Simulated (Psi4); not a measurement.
**HF/3-21G run of SnSe (SMILES [Se][Sn])**

What is the energy change on altering one bond length of SnSe at HF/3-21G? 

The results are computed with Psi4 1.11.

6 further runs of the same task are left out: 4 that didn't finish, 2 set aside as unsound or not needed.

### 1 The molecule

SnSe has 2 atoms, charge 0, and is taken as a singlet. SMILES: `[Se][Sn]`. The shape is that of a PBE0-D4/def2-TZVP optimisation.

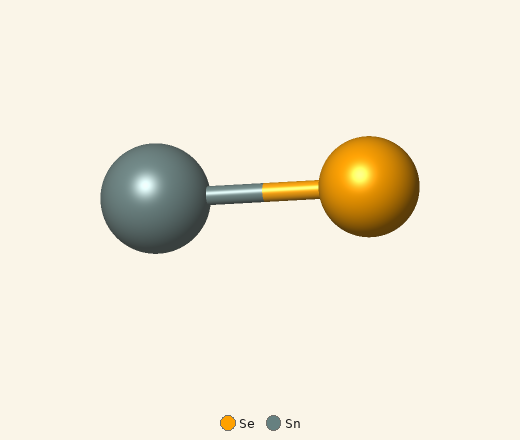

The structure, seen from a chosen angle (selenium orange, tin teal).

### 2 Energy and gradient at HF/3-21G

Input file job.py:

```python
import psi4

psi4.set_memory('2200 MB')
psi4.set_num_threads(1)
psi4.set_output_file('run.log', False)

mol = psi4.geometry("""
0 1
Se
Sn 1 2.32528
symmetry c1
""")

psi4.set_options({
    'puream': True,
    'e_convergence': 1e-09,
    'd_convergence': 1e-08,
    'scf_type': 'pk',
})

e_tot, wfn = psi4.gradient('scf/3-21G', return_wfn=True)
psi4.oeprop(wfn, 'MULLIKEN_CHARGES', 'QUADRUPOLE', 'MAYER_INDICES')
print('gradient / Eh bohr^-1')
print(e_tot.np.round(6))
print(f'energy = {wfn.energy():.10f} Eh')
```

Run with:

```sh
python job.py
```

run.log:

```text
[...]
  Running in c1 symmetry.
[...]
  Nuclear repulsion =  386.878680476759826
[...]
  Multiplicity = 1
[...]
  Nalpha       = 42
  Nbeta        = 42
[...]
    Number of basis functions: 53
[...]
   @RHF iter   1: -8384.53962101711841   -6.15767e+00   1.29442e-02 DIIS/ADIIS
[...]
   @RHF iter  10: -8384.79938337365820   -7.27596e-12   3.94019e-09 DIIS
[...]
    Orbital Energies [Eh]
    ---------------------
    Doubly Occupied:
       1A   -1034.895310     2A   -457.911130     3A   -156.241145
       4A   -145.385772     5A   -145.385772     6A   -145.385341
       7A    -60.328571     8A    -53.831467     9A    -53.830922
      10A    -53.830922    11A    -31.553059    12A    -26.927361
      13A    -26.927361    14A    -26.925143    15A    -19.094092
      16A    -19.094092    17A    -19.091740    18A    -19.091740
      19A    -19.091218    20A     -8.821974    21A     -6.527897
      22A     -6.523637    23A     -6.523637    24A     -5.570239
      25A     -3.951957    26A     -3.951957    27A     -3.948527
      28A     -2.497290    29A     -2.495557    30A     -2.495557
      31A     -2.492278    32A     -2.492278    33A     -1.437995
      34A     -1.437995    35A     -1.436466    36A     -1.433060
[...]
  @RHF Final Energy: -8384.79938337365820
   => Energetics <=
    Nuclear Repulsion Energy =            386.8786804767598255
    One-Electron Energy =              -12378.0124823314054083
    Two-Electron Energy =                3606.3344184809861872
    Total Energy =                      -8384.7993833736582019
[...]
  -Total Gradient:
     Atom            X                  Y                   Z
    ------   -----------------  -----------------  -----------------
       1       -0.000000000000     0.000000000000     0.026180548621
       2        0.000000000000    -0.000000000000    -0.026180549396
[...]
 Multipole Moments:
 ------------------------------------------------------------------------------------
     Multipole            Electronic (a.u.)      Nuclear  (a.u.)        Total (a.u.)
 ------------------------------------------------------------------------------------
 L = 1.  Multiply by 2.5417464519 to convert [e a0] to [Debye]
 Dipole X            :          0.0000000            0.0000000            0.0000000
 Dipole Y            :         -0.0000000            0.0000000           -0.0000000
 Dipole Z            :          3.2511043           -1.7779164            1.4731879
 Magnitude           :                                                    1.4731879
 L = 2.  Multiply by 1.3450342976 to convert [e a0^2] to [Debye ang]
 Quadrupole XX       :        -32.8712668            0.0000000          -32.8712668
 Quadrupole XY       :          0.0000000            0.0000000            0.0000000
[...]
  Mulliken Charges: (a.u.)
   Center  Symbol    Alpha    Beta     Spin     Total
       1    SE    17.27289 17.27289  0.00000 -0.54578
       2    SN    24.72711 24.72711  0.00000  0.54578
   Total alpha = 42.00000, Total beta = 42.00000, Total charge =  0.00000
  Mayer Bond Indices:
[...]
```

The script printed:

```text
gradient / Eh bohr^-1
[[-0.        0.        0.026181]
 [ 0.       -0.       -0.026181]]
energy = -8384.7993833737 Eh
```

Run time: 7.8 s. Hardware: 1 thread of Intel Xeon at 2.50GHz (Skylake/Cascade Lake), shared host; peak memory 0.21 GiB.

### 3 The distorted shape, same level

Input file sesn.dat:

```
memory 2.2 GB

molecule mol {
  0 1
  Se
  Sn 1 r2

  r2 = 2.6741
  symmetry c1
  no_reorient
  no_com
}

set {
  puream true
  e_convergence 1e-09
  d_convergence 1e-08
  scf_type pk
}

e_tot, wfn = gradient('scf/3-21G', return_wfn=True)
oeprop(wfn, 'MULLIKEN_CHARGES', 'WIBERG_LOWDIN_INDICES', 'MAYER_INDICES')
```

Run with:

```sh
psi4 -i sesn.dat -o sesn.out -n 1
```

sesn.out, cut to the lines that bear on the results:

```text
[...]
  Running in c1 symmetry.
[...]
  Nuclear repulsion =  336.412721341385918
[...]
  Multiplicity = 1
[...]
  Nalpha       = 42
  Nbeta        = 42
[...]
    Number of basis functions: 53
[...]
   @RHF iter   1: -8384.42130490042655   -6.47833e+00   1.43751e-02 ADIIS/DIIS
[...]
   @RHF iter  10: -8384.77924962188808   -4.18368e-11   9.35158e-09 DIIS
[...]
  @RHF Final Energy: -8384.77924962188808
   => Energetics <=
    Nuclear Repulsion Energy =            336.4127213413859181
    One-Electron Energy =              -12276.6542920469764795
    Two-Electron Energy =                3555.4623210837012266
    Total Energy =                      -8384.7792496218880842
[...]
 Multipole Moments:
 ------------------------------------------------------------------------------------
     Multipole            Electronic (a.u.)      Nuclear  (a.u.)        Total (a.u.)
 ------------------------------------------------------------------------------------
 L = 1.  Multiply by 2.5417464519 to convert [e a0] to [Debye]
 Dipole X            :         -0.0000000            0.0000000           -0.0000000
 Dipole Y            :          0.0000000            0.0000000            0.0000000
 Dipole Z            :          4.1087829           -2.0446253            2.0641576
 Magnitude           :                                                    2.0641576
[...]
  -Total Gradient:
     Atom            X                  Y                   Z
    ------   -----------------  -----------------  -----------------
       1       -0.000000000000     0.000000000000    -0.066316859662
       2        0.000000000000    -0.000000000000     0.066316859300
[...]
  Mulliken Charges: (a.u.)
   Center  Symbol    Alpha    Beta     Spin     Total
       1    SE    17.27423 17.27423  0.00000 -0.54846
       2    SN    24.72577 24.72577  0.00000  0.54846
   Total alpha = 42.00000, Total beta = 42.00000, Total charge =  0.00000
  Mayer Bond Indices:
[...]
```

Wall time 6.6 s (1 thread of Intel Xeon at 2.50GHz (Skylake/Cascade Lake), shared host); peak memory 0.21 GiB.

### 4 Summary of results

Level: HF/3-21G.

| quantity | value |
| --- | --- |
| first shape: total energy | -8384.79938 Eh |
| first shape: dipole moment | 3.74 D |
| first shape: HOMO energy | -9.06 eV |
| first shape: LUMO energy | 0.00 eV |
| first shape: HOMO–LUMO gap | 9.06 eV |
| first shape: largest force on an atom | 1.346 eV/Å |
| distorted shape: total energy | -8384.77925 Eh |
| distorted shape: dipole moment | 5.25 D |
| distorted shape: HOMO energy | -8.14 eV |
| distorted shape: LUMO energy | -0.62 eV |
| distorted shape: HOMO–LUMO gap | 7.52 eV |
| distorted shape: largest force on an atom | 3.410 eV/Å |
| energy change with the Se1–Sn2 bond stretched from 2.325 to 2.674 Å | 0.548 eV |

With the Se1–Sn2 bond stretched from 2.325 to 2.674 Å the energy rises by 0.55 eV (12.6 kcal/mol). The first shape isn't relaxed at this level, so the change isn't measured from a minimum. The largest force (first shape) is 1.35 eV/Å: the shape isn't a stationary point for this species at this level. Relativity is left out (first shape) although the molecule holds a heavy atom. Relativity is left out (distorted shape) although the molecule holds a heavy atom.
